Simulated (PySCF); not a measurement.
```xyz
15

C     2.4907   -1.3043   -0.0444
C     1.5956   -0.5054   -0.1061
P     0.2403    0.6302   -0.2822
C     0.5738    1.9390    0.9435
O     0.0062    1.0891   -1.6572
C    -1.2022   -0.3548    0.4135
C    -1.7357   -1.3229   -0.5835
O    -1.6229   -0.1555    1.5185
H     3.2864   -1.9890    0.0245
H     1.4770    2.4680    0.6423
H    -0.2674    2.6308    0.9285
H     0.6925    1.5200    1.9381
H    -2.5679   -1.9005   -0.1878
H    -0.9236   -1.9798   -0.8987
H    -2.0472   -0.7567   -1.4623
```

Geometry: GFN2-xTB.

Theory: PySCF, PBE0/def2-SVPD, SCF density, gas phase.

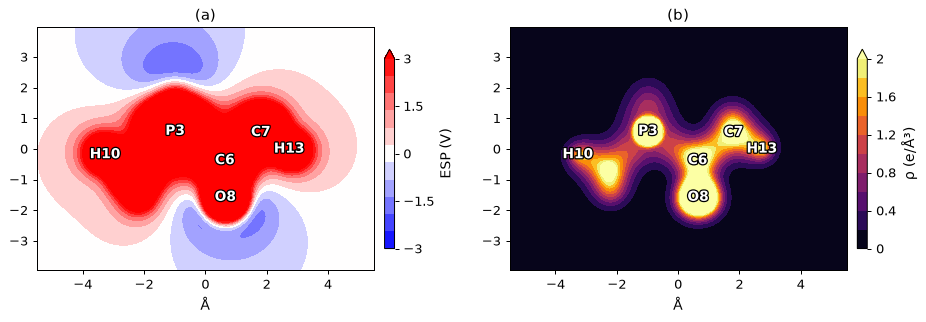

C₅H₇O₂P. (a) electrostatic potential; (b) electron density on the plane of atoms C6, C7 and H13.

**Describe what can be read from this map.**

Atoms in the plane: P, C, O and H.
C–O (1.20 Å): ρ is about 3.4 e/Å³ halfway.
C–P (1.88 Å): ρ is about 1.2 e/Å³ halfway.
Outside the dense part of the molecule the potential is most negative (−1.8 V) near O5, which lies off the plane.
